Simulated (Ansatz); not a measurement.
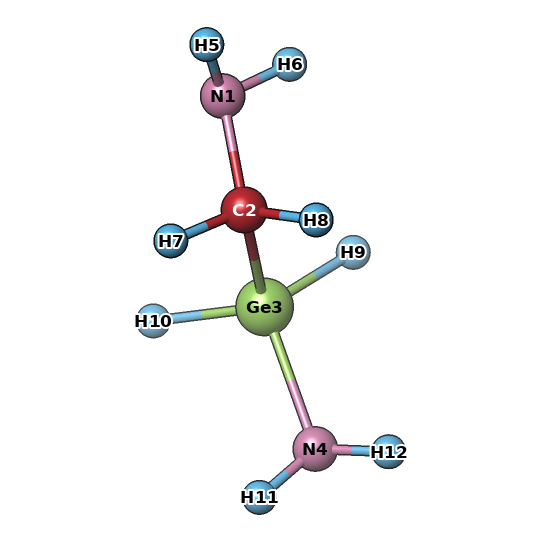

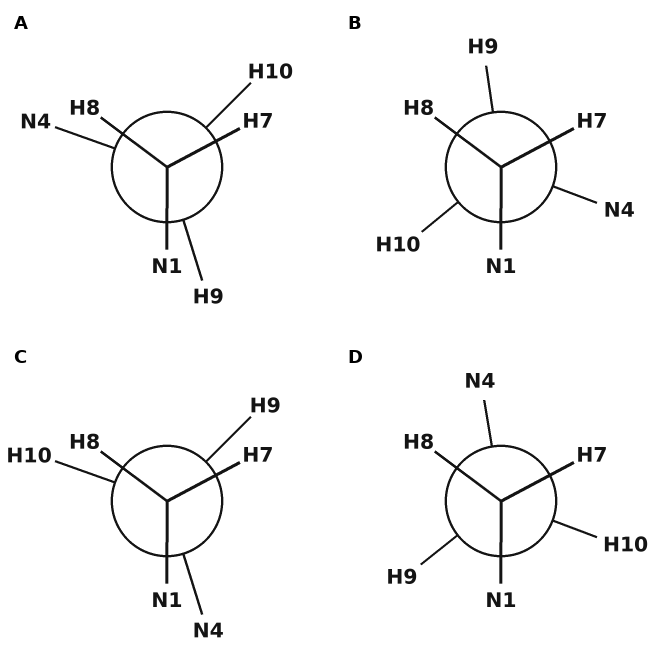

Atoms fade into the background with distance from the viewer. Bonds that would overlap in a projection are set slightly apart. The geometry was computed by an optimisation with PBE0-D4/def2-TZVP. No frequency run is at hand to confirm it as a minimum.

Which Newman projection shows the view along C2–Ge3, with C2 in front?

Answer. D. The torsion angle N1–C2–Ge3–N4 is 170°, antiperiplanar (anti).
